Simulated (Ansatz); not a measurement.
```xyz
19

O     0.0163    1.0793   -3.0372
Si   -0.7993    1.0570   -1.6286
O    -1.0309   -0.5097   -1.2375
O    -2.2405    1.8007   -1.6724
O     0.0557    1.8381   -0.4737
Ti    0.9367    1.7518    1.0698
F     0.1810    2.7921    2.2656
F     2.6056    2.2416    0.8188
O     0.8608    0.0600    1.6000
Si    0.4801   -1.5170    1.4039
O     1.1594   -2.4560    2.5373
O    -1.1289   -1.7234    1.4538
O     1.1249   -1.9216   -0.0539
H     0.4150    1.9055   -3.3136
H    -0.2518   -1.0846   -1.2605
H    -2.8868    1.4828   -2.3041
H     0.6444   -2.6522    3.3211
H    -1.6072   -1.3213    0.7188
H     1.4235   -2.8277   -0.1511
```

Geometry: PBE0-D4/def2-TZVP.

Method: RKS PBE0-D4/def2-TZVPP in Ansatz.

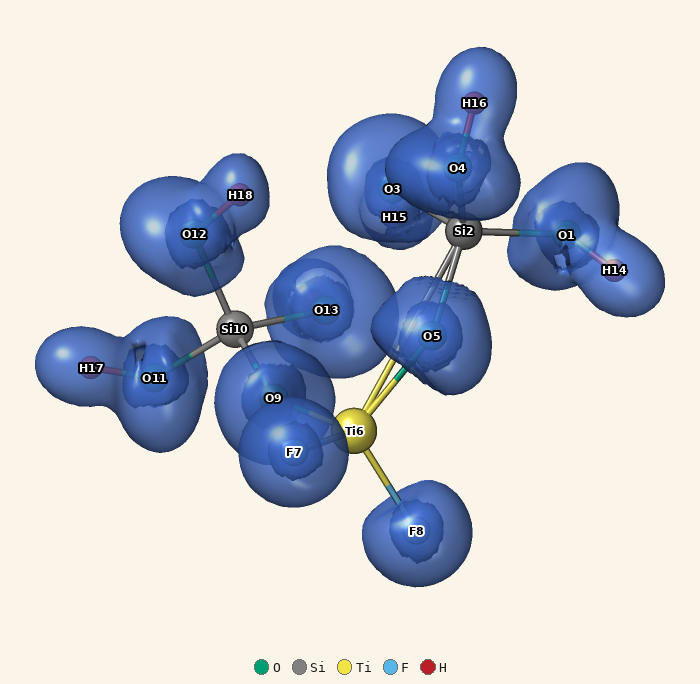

F₂H₆O₈Si₂Ti. Isosurface of the ELF at 0.75 (blue), seen at an oblique angle. Core shells and regions of very low density are left out.

Q: Where are the electrons localised?

A: At this value the surface marks out two regions on O in which the atom's valence shell and bonds are merged, two regions wrapped around F (the valence shell of each) and six joined regions spread over several atoms (H, O), in which their bonds and any lone pairs are merged. Along the contacts the grid gives the following. Si–O (1.62 Å): the ELF peaks at about 0.85 between the atoms; a polar covalent bond. Ti–F (1.76 Å): the ELF peaks at about 0.80 in the valence shell of F, 0.5 Å from its nucleus, and drops to about 0.25 between the two atoms.
